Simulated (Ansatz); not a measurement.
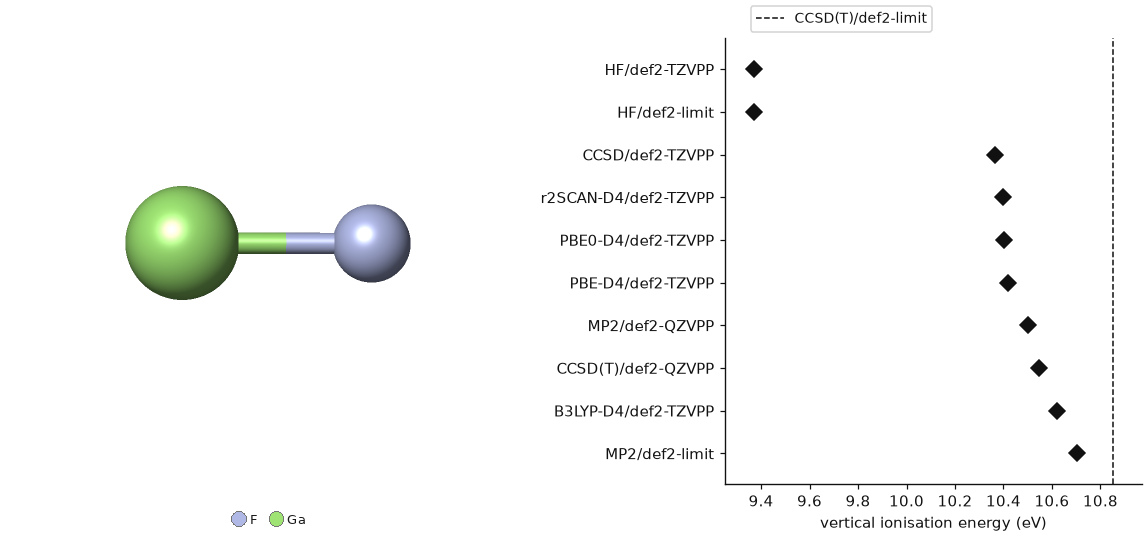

Vertical ionisation energy of GaF, singlet, taken as the energy of the cation less that of the neutral at fixed geometry (unrestricted doublet cation, cores frozen in correlated methods, no spin-orbit coupling), the Ansatz code, at a PBE0-D4/def2-TZVP geometry (a minimum by its frequencies). Limit means an estimate of the basis limit from triple and quadruple zeta; for coupled cluster it is either extrapolated directly or built as the MP2 limit plus the step from MP2 in triple zeta. The distance of CCSD/def2-TZVPP, MP2/def2-QZVPP and CCSD(T)/def2-QZVPP to the limit includes basis error.

Which level comes closest to the line (CCSD(T)/def2-limit), and which misses most?

Closest MP2/def2-limit (10.70 eV), against 10.85 eV; farthest HF/def2-TZVPP (9.37 eV).

What range do the values span, the line included?

From 9.37 eV (HF/def2-TZVPP) to 10.85 eV (CCSD(T)/def2-limit).

Limits of at least one run: no scalar relativity up to krypton; outer-core shells are correlated without core-valence functions, which makes the correlated values less sure.
